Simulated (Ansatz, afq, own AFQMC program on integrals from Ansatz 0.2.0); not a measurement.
**AlNH₄ (triplet): quantum Monte Carlo beside coupled cluster at distance Al1–H4 along a hydrogen transfer = 1.783 Å, cc-pVTZ**

Aim: compute AlNH₄ (triplet) with auxiliary-field quantum Monte Carlo on the same integrals as coupled cluster, and set the energies side by side.

Program: Ansatz 0.2.0, Gaussian basis, and an in-house AFQMC program (afq) on its integrals; all values are calculated. Level of theory: cc-pVTZ, frozen cores. These are calculated values, not measurements.

The runs, in order: PBE (unrestricted); CCSD(T) on UHF; r2SCAN (unrestricted); PBE0 (unrestricted); B3LYP (unrestricted); wB97M-V (unrestricted); B2PLYP (unrestricted); Phaseless AFQMC, CISD trial on UHF; Phaseless AFQMC, single-determinant trial on UHF.

1 further run of the same task is left out (it didn't finish).

## 1. The system

The geometry derives from fragments relaxed apart (PBE0/def2-TZVP) and kept rigid, so it is no stationary point. A hydrogen atom is moved between rigid fragments.

6 atoms, charge 0, spin multiplicity 3.

Atoms are counted from 1 here; the program's logs count them from 0.

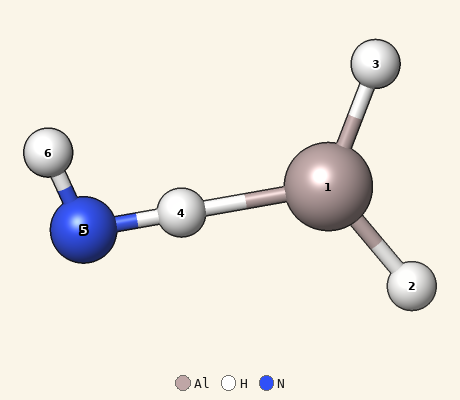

The structure; aluminium light grey, hydrogen white, nitrogen blue; atoms are numbered from 1 in the order of the file.

## 2. PBE (unrestricted)

Input file in.yaml:

```yaml
crystal:
  periodic: [false, false, false]
  atoms:
    - {symbol: Al, position_ang: [-1.000964, 0.022483, 0.000000]}
    - {symbol: H, position_ang: [-1.793888, 1.395868, 0.000000]}
    - {symbol: H, position_ang: [-1.793888, -1.350901, 0.000000]}
    - {symbol: H, position_ang: [0.782036, 0.022483, 0.000000]}
    - {symbol: N, position_ang: [1.969036, 0.022483, 0.000000]}
    - {symbol: H, position_ang: [2.238117, -0.981743, 0.000000]}
basis:
  gaussian: {orbitals: cc-pVTZ}
magnetization: {spin_polarized: true, initial_magnetization: 2}
hamiltonian: {xc: {name: PBE}}
output: {orbitals: {seedname: orbitals}}
```

Run with:

```sh
$ ansatz run in.yaml --threads 1 --pin off --events-out ev --progress --plain --max-ram 5632MiB --backend cpu
```

The log of the run:

```text
Functional definition: PBE
  name "PBE"
  cite "Perdew, Burke & Ernzerhof, Phys. Rev. Lett. 77, 3865 (1996) doi:10.1103/PhysRevLett.77.3865"
  parent pbe
  parameter kappa = 0.804
  parameter beta = 0.06672455060314922
  exchange = pbe_x(kappa = kappa, mu = beta*pi^2/3)
  correlation = pbe_c(beta = beta)
688 factors; their error is unknown
mean field evaluation 1: about -8138.1779 eV, gradient 3.1e1 eV
mean field evaluation 2: about -8111.8175 eV, gradient 6.6e1 eV
mean field evaluation 4: about -8142.4138 eV, gradient 4.1e0 eV
mean field evaluation 8: about -8142.5237 eV, gradient 1.8e-1 eV
mean field evaluation 16: about -8142.5125 eV, gradient 3.4e-4 eV
mean field -8142.51250710 eV, -299.2318154429 hartree, gradient 4.9e-5 eV, S^2 2.005289; 3 other end points of the search recorded, 0 dependent functions left out
reference -8142.51255250 eV, -299.2318171110 hartree; 13, 11 occupied and 107, 109 virtual orbitals, 688 factors
Total energy: -8142.51255250 eV, -299.2318171110 hartree
```

Run time: 3.6 s. Hardware: 1 thread of AMD EPYC 7R13 (Zen 3), shared host; peak memory 2.1 GiB.

From the report: ⟨S²⟩ of the determinant 2.005 (pure triplet: 2.00).

## 3. CCSD(T) on UHF

in.yaml, as its differences from that of step 2:

```diff
@@ -12,3 +12,2 @@
 magnetization: {spin_polarized: true, initial_magnetization: 2}
-hamiltonian: {xc: {name: PBE}}
-output: {orbitals: {seedname: orbitals}}
+correlation: {method: ccsd_t, electrons: outside_noble_gas, hamiltonian_folder: ham}
```

Run with:

```sh
$ ansatz run in.yaml --threads 1 --pin off --events-out ev --progress --plain --max-ram 16896MiB --backend cuda --devices 0, --max-vram 18GiB
```

The log of the run (excerpt; [...] marks lines left out):

```text
Functional definition: HF
  name "HF"
  cite "Fock, Z. Phys. 61, 126 (1930) doi:10.1007/BF01340294"
  parent pbe
[...]
706 factors; integrals over basis functions are off by at most 1.2e-3 eV
[...]
mean field -8124.82042497 eV, -298.5816434165 hartree, gradient 2.2e-6 eV, S^2 2.038807; 2 other end points of the search recorded, 0 dependent functions left out
determinant -8124.82042497 eV, -298.5816434165 hartree, with singles and doubles -8133.16936811 eV, -298.8884614179 hartree
determinant -8122.99047679 eV, -298.5143940613 hartree, with singles and doubles -8131.52356120 eV, -298.8279791296 hartree
determinant -8122.33912671 eV, -298.4904573874 hartree, with singles and doubles -8130.77968714 eV, -298.8006422621 hartree
6 core orbitals not correlated: weight in the atoms' cores, before any rotation towards them, 1.000 or more for the frozen orbitals, at most 0.000 for the correlated occupied ones
reference -8124.82042497 eV, -298.5816434165 hartree; 7, 5 occupied and 107, 109 virtual orbitals, 706 factors
second order -7.15933359 eV of doubles, -0.00000000 eV of singles
cycle   1  -8.18532531 eV  change   -6.7e-1 eV  update   2.2e-2
[...]
cycle   9  -8.20678714 eV  change    1.0e-5 eV  update   1.2e-5
perturbative correction -0.24632414 eV, -0.0090522451 hartree
Total energy: -8133.27353624 eV, -298.8922895261 hartree
```

Wall time 4.1 s (1 × NVIDIA H100 80GB HBM3 with 1 thread of AMD EPYC 7R13 (Zen 3), shared host); peak host memory 2.1 GiB.

From the report: ⟨S²⟩ of the determinant 2.039 (pure triplet: 2.00); correlation -8.4531 eV; T1 0.017; largest double amplitude 0.02.

This run also writes the integrals to the folder ham.

## 4. r2SCAN (unrestricted)

in.yaml, as its differences from that of step 3:

```diff
@@ -12,2 +12,2 @@
 magnetization: {spin_polarized: true, initial_magnetization: 2}
-correlation: {method: ccsd_t, electrons: outside_noble_gas, hamiltonian_folder: ham}
+hamiltonian: {xc: {name: r2SCAN}}
```

Run with:

```sh
$ ansatz run in.yaml --threads 1 --pin off --events-out ev --progress --plain --max-ram 5632MiB --backend cpu
```

The log of the run:

```text
Functional definition: r2SCAN
  name "r2SCAN"
  cite "Furness, Kaplan, Ning, Perdew & Sun, J. Phys. Chem. Lett. 11, 8208 (2020) doi:10.1021/acs.jpclett.0c02405"
  cite "Furness, Kaplan, Ning, Perdew & Sun, J. Phys. Chem. Lett. 11, 9248 (2020) doi:10.1021/acs.jpclett.0c03077"
  parent r2scan
  parameter k0 = 0.174
  parameter k1 = 0.065
  parameter a1 = 4.9479
  exchange = r2scan_x(k0 = k0, k1 = k1, a1 = a1)
  correlation = r2scan_c
688 factors; their error is unknown
mean field evaluation 1: about -8143.3658 eV, gradient 2.7e1 eV
mean field evaluation 2: about -8126.5594 eV, gradient 5.4e1 eV
mean field evaluation 4: about -8146.6955 eV, gradient 2.2e0 eV
mean field evaluation 8: about -8146.7346 eV, gradient 7.9e-2 eV
mean field evaluation 16: about -8146.7215 eV, gradient 5.5e-5 eV
mean field -8146.72150850 eV, -299.3864933911 hartree, gradient 5.8e-5 eV, S^2 2.011301; 3 other end points of the search recorded, 0 dependent functions left out
reference -8146.72152525 eV, -299.3864940068 hartree; 13, 11 occupied and 107, 109 virtual orbitals, 688 factors
Total energy: -8146.72152525 eV, -299.3864940068 hartree
```

Run time: 7.5 s. Hardware: 1 thread of AMD EPYC 7R13 (Zen 3), shared host; peak memory 2.1 GiB.

From the report: ⟨S²⟩ of the determinant 2.011 (pure triplet: 2.00).

## 5. PBE0 (unrestricted)

in.yaml, as its differences from that of step 4:

```diff
@@ -12,2 +12,3 @@
 magnetization: {spin_polarized: true, initial_magnetization: 2}
-hamiltonian: {xc: {name: r2SCAN}}
+hamiltonian: {xc: {name: PBE0}}
+output: {orbitals: {seedname: orbitals}}
```

The command is unchanged.

The log of the run:

```text
Functional definition: PBE0
  name "PBE0"
  cite "Adamo & Barone, J. Chem. Phys. 110, 6158 (1999) doi:10.1063/1.478522"
  cite "Perdew, Burke & Ernzerhof, Phys. Rev. Lett. 77, 3865 (1996) doi:10.1103/PhysRevLett.77.3865"
  parent pbe
  parameter a = 0.25
  parameter kappa = 0.804
  parameter beta = 0.06672455060314922
  exchange = (1 - a)*pbe_x(kappa = kappa, mu = beta*pi^2/3) + a*exact_x
  correlation = pbe_c(beta = beta)
703 factors; their error is unknown
mean field evaluation 1: about -8140.7810 eV, gradient 2.3e1 eV
mean field evaluation 2: about -8138.1822 eV, gradient 3.2e1 eV
mean field evaluation 4: about -8143.2507 eV, gradient 5.5e-1 eV
mean field evaluation 8: about -8143.2698 eV, gradient 1.6e-1 eV
mean field evaluation 16: about -8143.2699 eV, gradient 6.5e-5 eV
mean field -8143.26990613 eV, -299.2596493438 hartree, gradient 6.5e-5 eV, S^2 2.009509; 1 other end points of the search recorded, 0 dependent functions left out
reference -8143.26993991 eV, -299.2596505852 hartree; 13, 11 occupied and 107, 109 virtual orbitals, 703 factors
Total energy: -8143.26993991 eV, -299.2596505852 hartree
```

Wall time 2.5 s (1 thread of AMD EPYC 7R13 (Zen 3), shared host); peak memory 2.1 GiB.

From the report: ⟨S²⟩ of the determinant 2.010 (pure triplet: 2.00).

## 6. B3LYP (unrestricted)

in.yaml, as its differences from that of step 5:

```diff
@@ -12,3 +12,2 @@
 magnetization: {spin_polarized: true, initial_magnetization: 2}
-hamiltonian: {xc: {name: PBE0}}
-output: {orbitals: {seedname: orbitals}}
+hamiltonian: {xc: {name: B3LYP}}
```

Launched as before.

The log of the run (excerpt; [...] marks lines left out):

```text
Functional definition: B3LYP
  name "B3LYP"
  cite "Stephens, Devlin, Chabalowski & Frisch, J. Phys. Chem. 98, 11623 (1994) doi:10.1021/j100096a001"
  cite "Becke, Phys. Rev. A 38, 3098 (1988) doi:10.1103/PhysRevA.38.3098"
  cite "Lee, Yang & Parr, Phys. Rev. B 37, 785 (1988) doi:10.1103/PhysRevB.37.785"
  cite "Vosko, Wilk & Nusair, Can. J. Phys. 58, 1200 (1980) doi:10.1139/p80-159"
[...]
700 factors; their error is unknown
[...]
mean field -8149.11967416 eV, -299.4746243538 hartree, gradient 3.9e-5 eV, S^2 2.008128; 0 other end points of the search recorded, 0 dependent functions left out
reference -8149.11992713 eV, -299.4746336500 hartree; 13, 11 occupied and 107, 109 virtual orbitals, 700 factors
Total energy: -8149.11992713 eV, -299.4746336500 hartree
```

It took 2.1 s on 1 thread of AMD EPYC 7R13 (Zen 3), shared host; peak memory 2.1 GiB.

From the report: ⟨S²⟩ of the determinant 2.008 (pure triplet: 2.00).

## 7. wB97M-V (unrestricted)

in.yaml, as its differences from that of step 6:

```diff
@@ -12,2 +12,3 @@
 magnetization: {spin_polarized: true, initial_magnetization: 2}
-hamiltonian: {xc: {name: B3LYP}}
+hamiltonian: {xc: {name: wB97M-V}}
+output: {orbitals: {seedname: orbitals}}
```

Same command.

The log of the run (excerpt; [...] marks lines left out):

```text
Functional definition: wB97M-V
  name "wB97M-V"
  cite "Mardirossian & Head-Gordon, J. Chem. Phys. 144, 214110 (2016) doi:10.1063/1.4952647"
  cite "Becke, J. Chem. Phys. 107, 8554 (1997) doi:10.1063/1.475007"
  cite "Vydrov & Van Voorhis, J. Chem. Phys. 133, 244103 (2010) doi:10.1063/1.3521275"
  # Of w^i u^j: cxij and so on, Table III.
[...]
  gx(w, u) = 1 - cx + cx01*u + cx10*w
  gss(w, u) = css00 + css04*u^4 + css10*w + css20*w^2 + css43*w^4*u^3
  gos(w, u) = cos00 + cos10*w + (cos20 + cos21*u)*w^2 + (cos60 + cos61*u)*w^6
[...]
      + integral(e_c_pw_mod_opposite_spin*gos(b97_w_opposite, b97_u_opposite)) + vv10(b, c)
688 factors; their error is unknown
174 factors; integrals over basis functions are off by at most 2.7e-5 eV
[...]
mean field -8146.68898102 eV, -299.3852980285 hartree, gradient 6.5e-5 eV, S^2 2.008665; 0 other end points of the search recorded, 0 dependent functions left out
reference -8146.68903080 eV, -299.3852998577 hartree; 13, 11 occupied and 107, 109 virtual orbitals, 688 factors
Total energy: -8146.68903080 eV, -299.3852998577 hartree
```

Wall time 7 s (1 thread of AMD EPYC 7R13 (Zen 3), shared host); peak memory 2.1 GiB.

From the report: ⟨S²⟩ of the determinant 2.009 (pure triplet: 2.00).

## 8. B2PLYP (unrestricted)

in.yaml, as its differences from that of step 7:

```diff
@@ -12,3 +12,3 @@
 magnetization: {spin_polarized: true, initial_magnetization: 2}
-hamiltonian: {xc: {name: wB97M-V}}
-output: {orbitals: {seedname: orbitals}}
+hamiltonian: {xc: {name: B2PLYP}}
+correlation: {electrons: outside_noble_gas}
```

The command is unchanged.

The log of the run (excerpt; [...] marks lines left out):

```text
Functional definition: B2PLYP
  name "B2PLYP"
  cite "Grimme, J. Chem. Phys. 124, 034108 (2006) doi:10.1063/1.2148954"
  cite "Becke, Phys. Rev. A 38, 3098 (1988) doi:10.1103/PhysRevA.38.3098"
  cite "Lee, Yang & Parr, Phys. Rev. B 37, 785 (1988) doi:10.1103/PhysRevB.37.785"
[...]
706 factors; integrals over basis functions are off by at most 1.2e-3 eV
[...]
mean field -8141.31364120 eV, -299.1877579336 hartree, gradient 5.3e-6 eV, S^2 2.017489; 0 other end points of the search recorded, 0 dependent functions left out
6 core orbitals not correlated: weight in the atoms' cores, before any rotation towards them, 1.000 or more for the frozen orbitals, at most 0.000 for the correlated occupied ones
reference -8141.31380055 eV, -299.1877637894 hartree; 7, 5 occupied and 107, 109 virtual orbitals, 706 factors
second order -8.84366672 eV of doubles, -0.00000000 eV of singles
Total energy: -8143.70159056 eV, -299.2755134539 hartree
```

Wall time 3 s (1 thread of AMD EPYC 7R13 (Zen 3), shared host); peak memory 2.1 GiB.

From the report: ⟨S²⟩ of the determinant 2.017 (pure triplet: 2.00).

## 9. Phaseless AFQMC, CISD trial on UHF

It reads the integrals that the CCSD(T) run on this determinant wrote.

Run with:

```sh
$ afq ham --method phaseless --trial cisd --walkers 600 --populations 10 --least-time 60 --time-step 0.005 --steps-per-block 50 --equilibration-blocks 28 --max-blocks 4000 --target-error 0.00021 --factor-cut 1e-05 --start spin_pure --seed 2629 --release-times 0.24,0.51,0.99,1.62,2.4 --release-step 0.03 --release-every 3 --taylor-order 6
```

The log of the run:

```text
orbitals 114  electrons 7 5  factors 701 of 706
reference energy -298.58164342 Eh
CCSD correlation -0.30159407 Eh in 12 cycles, weight of the determinant in the CISD state 0.8748
energy of the start -298.881487 Eh
 block  time / (1/Eh)  mean weight  energy / Eh
     1     0.250  0.9993  -298.879647
     2     0.500  1.0001  -298.882936
     3     0.750  1.0003  -298.885810
     4     1.000  0.9993  -298.886642
     5     1.250  1.0006  -298.888348
     6     1.500  1.0006  -298.890464
     7     1.750  0.9996  -298.890163
     8     2.000  1.0006  -298.889703
     9     2.250  0.9992  -298.891833
    10     2.500  0.9994  -298.892069
    11     2.750  1.0004  -298.891826
    16     4.000  0.9990  -298.892024
    21     5.250  1.0006  -298.892101
    26     6.500  1.0003  -298.893146
    31     7.750  1.0003  -298.891630
    36     9.000  1.0003  -298.893623
    41    10.250  1.0006  -298.892890
    46    11.500  0.9985  -298.891865
    51    12.750  0.9996  -298.894146
    56    14.000  1.0006  -298.895887
    61    15.250  0.9993  -298.892888
    66    16.500  0.9993  -298.893183
    71    17.750  0.9981  -298.892543
    76    19.000  1.0001  -298.892788
    81    20.250  0.9991  -298.891002
    86    21.500  0.9994  -298.894259
    91    22.750  1.0012  -298.893865
    96    24.000  0.9993  -298.896598
   101    25.250  0.9992  -298.893935
   106    26.500  1.0003  -298.892514
   111    27.750  0.9994  -298.893926
   116    29.000  0.9999  -298.895920
   121    30.250  0.9995  -298.895752
   126    31.500  1.0005  -298.892218
   131    32.750  1.0007  -298.893953
   136    34.000  1.0000  -298.895104
   141    35.250  0.9977  -298.893647
   146    36.500  1.0012  -298.893048
   151    37.750  1.0003  -298.897339
   156    39.000  1.0005  -298.893544
   161    40.250  1.0006  -298.893752
   166    41.500  1.0005  -298.892954
   171    42.750  1.0004  -298.890732
   176    44.000  1.0012  -298.893487
   181    45.250  1.0002  -298.895546
   186    46.500  1.0001  -298.892153
   191    47.750  1.0001  -298.893143
   196    49.000  1.0013  -298.893346
   201    50.250  0.9995  -298.893454
   206    51.500  0.9998  -298.895258
   211    52.750  1.0007  -298.892301
   216    54.000  1.0000  -298.895591
   221    55.250  1.0000  -298.891748
   226    56.500  1.0009  -298.891847
   231    57.750  1.0001  -298.892749
error from the spread of 10 populations
released: time / (1/Eh)  energy / Eh  error  mean overlap
  0.24  -298.893613  0.000238  0.9938
  0.51  -298.893383  0.000325  0.9883
  0.99  -298.893942  0.000181  0.9849
  1.62  -298.893892  0.000242  0.9707
  2.40  -298.894167  0.000395  0.9567
energy -298.893462 +/- 0.000229 Eh
```

Run time: 3.8 min. Hardware: 1 × NVIDIA H100 80GB HBM3 with 2 threads of AMD EPYC 7R13 (Zen 3), shared host; peak host memory 2.1 GiB.

Energy -8133.3054 ± 0.0062 eV. Caveats: constraint bias not in the error.

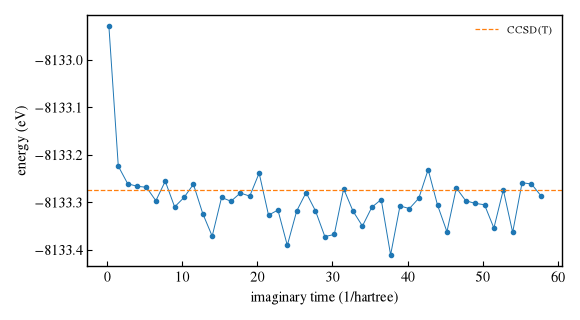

Block energies along the walk.

## 10. Phaseless AFQMC, single-determinant trial on UHF

It reads the integrals that the CCSD(T) run on this determinant wrote.

Run with:

```sh
$ afq ham --method phaseless --trial hf --walkers 600 --populations 10 --least-time 40 --time-step 0.005 --steps-per-block 20 --equilibration-blocks 112 --max-blocks 4000 --target-error 0.0010500000000000002 --factor-cut 1e-05 --start spin_pure --seed 2036 --taylor-order 6
```

The log of the run:

```text
orbitals 114  electrons 7 5  factors 701 of 706
reference energy -298.58164342 Eh
CCSD correlation -0.30159407 Eh in 12 cycles, weight of the determinant in the CISD state 0.8748
energy of the start -298.582777 Eh
 block  time / (1/Eh)  mean weight  energy / Eh
     1     0.100  1.0015  -298.670997
     2     0.200  1.0020  -298.727390
     3     0.300  1.0023  -298.760025
     4     0.400  1.0015  -298.791146
     5     0.500  1.0012  -298.806312
     6     0.600  1.0016  -298.822529
     7     0.700  1.0008  -298.832617
     8     0.800  1.0009  -298.844519
     9     0.900  1.0006  -298.854916
    10     1.000  1.0000  -298.854806
    17     1.700  1.0002  -298.890270
    25     2.500  1.0025  -298.904963
    33     3.300  0.9987  -298.880953
    41     4.100  0.9994  -298.890191
    49     4.900  0.9997  -298.890631
    57     5.700  1.0009  -298.890608
    65     6.500  0.9996  -298.894579
    73     7.300  1.0011  -298.894414
    81     8.100  0.9991  -298.888627
    89     8.900  1.0003  -298.900560
    97     9.700  0.9995  -298.920017
   105    10.500  1.0005  -298.905524
   113    11.300  1.0008  -298.891211
   121    12.100  0.9996  -298.884426
   129    12.900  0.9990  -298.892656
   137    13.700  0.9997  -298.898142
   145    14.500  1.0009  -298.906171
   153    15.300  1.0013  -298.882385
   161    16.100  0.9995  -298.886191
   169    16.900  0.9995  -298.882153
   177    17.700  0.9983  -298.890655
   185    18.500  1.0008  -298.902724
   193    19.300  1.0010  -298.897840
   201    20.100  1.0007  -298.885674
   209    20.900  1.0013  -298.899275
   217    21.700  1.0001  -298.905419
   225    22.500  1.0009  -298.894265
   233    23.300  0.9993  -298.899407
   241    24.100  0.9989  -298.891268
   249    24.900  0.9996  -298.876410
   257    25.700  0.9998  -298.877862
   265    26.500  1.0004  -298.894838
   273    27.300  1.0008  -298.892858
   281    28.100  0.9990  -298.888276
   289    28.900  1.0004  -298.885378
   297    29.700  1.0005  -298.891139
   305    30.500  0.9995  -298.893349
   313    31.300  0.9996  -298.896591
   321    32.100  0.9993  -298.902839
   329    32.900  1.0009  -298.902676
   337    33.700  1.0003  -298.894405
   345    34.500  1.0007  -298.881222
error from the spread of 10 populations
energy -298.892692 +/- 0.001019 Eh
```

Run time: 60 s. Hardware: 1 × NVIDIA H100 80GB HBM3 with 2 threads of AMD EPYC 7R13 (Zen 3), shared host; peak host memory 2.1 GiB.

Energy -8133.2845 ± 0.0277 eV. Caveats: constraint bias not in the error.

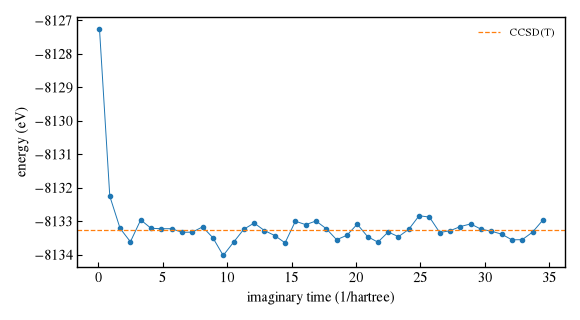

Block energies along the walk.

## 11. AFQMC on the ladder

On the UHF determinant, counted from CCSD(T) (a yardstick, not exact):

```csv
level,energy (eV),from CCSD(T) (meV),statistical error (meV),time
HF,-8124.8204,+8453.1,,
MP2,-8131.9798,+1293.8,,
CCSD,-8133.0272,+246.3,,
CCSD(T),-8133.2735,0.0,,
"Phaseless AFQMC, CISD trial, step 0.005, 600 walkers",-8133.3054,-31.9,6.2,3.8 min
"Phaseless AFQMC, single-determinant trial, step 0.005, 600 walkers",-8133.2845,-10.9,27.7,60 s
```

The functionals' totals stand on their own zeros and serve differences with other points: PBE -8142.513 eV; r2SCAN -8146.722 eV; PBE0 -8143.270 eV; B3LYP -8149.120 eV; wB97M-V -8146.689 eV; B2PLYP -8143.702 eV.

## 12. What came out

| quantity | value |
| --- | --- |
| Phaseless AFQMC, CISD trial on UHF from CCSD(T) | -31.9 ± 6.2 meV |
| Phaseless AFQMC, single-determinant trial on UHF from CCSD(T) | -10.9 ± 27.7 meV |

What this shows: On UHF the phaseless walk with the CISD trial lies -31.9 meV from CCSD(T), 5 times its error bar. Error bars are statistical and leave out the constraint, the time step and what remains of the start.
